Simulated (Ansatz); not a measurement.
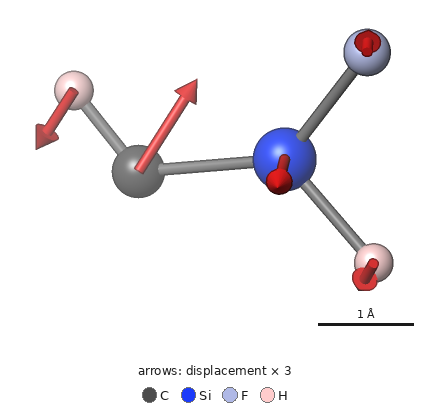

A relaxation of CH2FSi (multiplicity 2). The starting structure is drawn; red arrows show the displacements, 3 times their true length. The two geometries are superimposed by the best rigid fit.

Style: ball-and-stick. Shown at a tilt.

The run prepares the start of a later molecular dynamics calculation, from a guessed geometry.

Theory: Ansatz 0.2.0, UHF/def2-SVP. (collinear spin; force threshold 0.02 eV/Å; at most 40 steps)

Describe the change and its energy.

Answer. The C atom moves most after the best rigid fit: 0.39 Å. By element the largest moves are C 0.39 Å, Si 0.38 Å, H 0.27 Å, F 0.15 Å. Near-neighbour distances that change, for instance: C–Si 1.760 → 1.793 Å, H–Si 1.444 → 1.472 Å, F–Si 1.631 → 1.615 Å, C–H 1.091 → 1.081 Å. Among the angles between lasting bonds that change: Si–C–H 120.3° → 146.9°, C–Si–F 138.6° → 113.4°, C–Si–H 123.8° → 113.3°. Over 10 geometry steps the energy falls by 20.4 kcal/mol. Largest force component: 3 eV/Å at the start, 0.0095 eV/Å at the end. The run took 21 s on 1 thread of Intel(R) Xeon(R) Platinum 8259CL CPU @ 2.50GHz (Skylake/Cascade Lake), on a shared host, peak memory 0.13 GiB.
